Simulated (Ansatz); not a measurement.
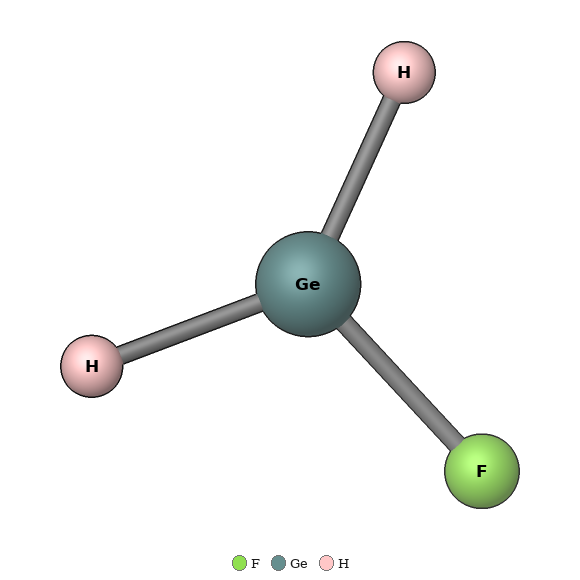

All atoms lie in one plane, which faces the viewer. State: charge +1, singlet. The geometry was computed by an optimisation with PBE-D4/def2-SVP. No frequency run is at hand to confirm it as a minimum.

Q: Which symmetry elements does this geometry have?

A: It has 1 C2 axis and 2 mirror planes, so the point group is C2v. The group has 4 operations. The geometry is achiral, and symmetry allows a dipole moment.
